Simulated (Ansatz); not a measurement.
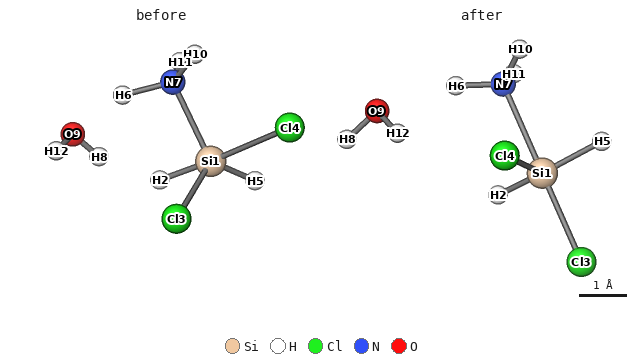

The structure of SiNH$_{7}$OCl$_{2}$ (started from a transition state, displaced along its imaginary mode) before (left) and after (right) a relaxation, at one scale.

Style: ball-and-stick. Shown face on.

Computed with RKS PBE0-D4/def2-TZVP in Ansatz.

The input:
```yaml
crystal:
  periodic: [false, false, false]
  atoms:
    - {symbol: Si, position_ang: [-1.044334, -0.407881, -0.198305]}
    - {symbol: H, position_ang: [-0.356666, -0.954180, 0.979872]}
    - {symbol: Cl, position_ang: [-0.132017, -1.824100, -1.450703]}
    - {symbol: Cl, position_ang: [-2.129723, 0.550536, -1.898610]}
    - {symbol: H, position_ang: [-2.318453, -0.594481, 0.508197]}
    - {symbol: H, position_ang: [1.045702, 0.642759, 0.214402]}
    - {symbol: N, position_ang: [0.068894, 1.112140, -0.046421]}
    - {symbol: H, position_ang: [1.098191, -0.718835, 0.930406]}
    - {symbol: O, position_ang: [1.789626, -0.361024, 0.855490]}
    - {symbol: H, position_ang: [-0.064111, 1.752298, -0.832691]}
    - {symbol: H, position_ang: [-0.262912, 1.615391, 0.784450]}
    - {symbol: H, position_ang: [2.305702, -0.812723, 0.153913]}
basis:
  gaussian: {orbitals: def2-TZVP}
hamiltonian: {xc: pbe0, dispersion: d4}
relax: {f_tol: 0.005, max_steps: 200}
```

Command:
```bash
ansatz run in.yaml --threads 8 --pin off --events-out ev --progress --plain --max-ram 19148MiB
```

Summarise the run.

The energy falls by 254.1 kJ/mol in 39 accepted moves (40 points after the start). Largest force component: 18 eV/Å at the start, 0.0039 eV/Å at the end. The line search rejected the trial step at point 15 of the run. The largest move after the best rigid fit is that of Cl4, 2.47 Å. Largest moves by element: Cl 2.47 Å, H 1.70 Å, O 0.89 Å, N 0.59 Å, Si 0.35 Å. Some distances before and after: H6–O9 1.404 → 1.947 Å, Si1–N7 1.890 → 2.157 Å, H8–O9 0.782 → 0.960 Å, Si1–Cl4 2.233 → 2.101 Å. Among the angles between lasting bonds that change: Cl3–Si1–N7 109.5° → 177.4°, H2–Si1–Cl4 175.8° → 116.1°, H5–Si1–N7 125.1° → 82.9°.
